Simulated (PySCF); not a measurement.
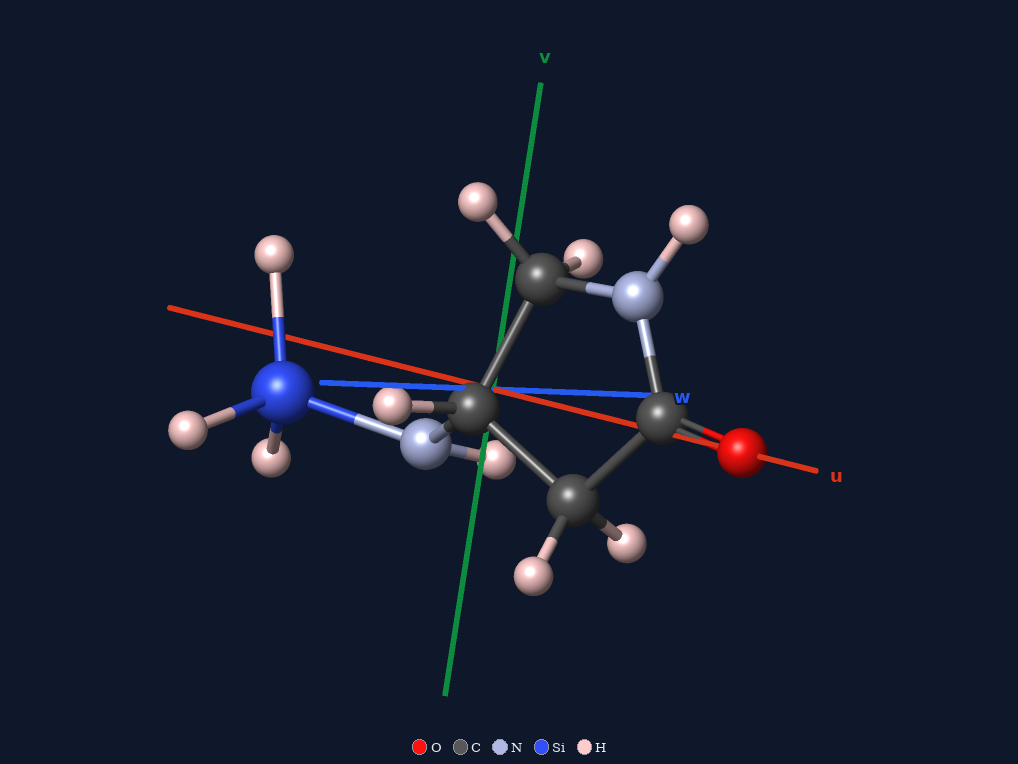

The lines u, v and w are the principal axes of the static dipole polarisability. The computed structure is the end point of a GFN2-xTB optimisation. No frequency run is at hand to confirm it as a minimum. Method: B3LYP/def2-SVPD (PySCF 2.14.0).

> Along which axis is the molecule most polarisable, and along which least?

Most along u, least along w.

> Give the three principal values.

u 113.5, v 87.0, w 72.8 bohr³; mean 91.1, anisotropy 35.7 bohr³.

The geometry is semi-empirical. Around Si such bond lengths and angles can be off by a tenth of an ångström or more and by several degrees, and values that hang on the shape move with them.
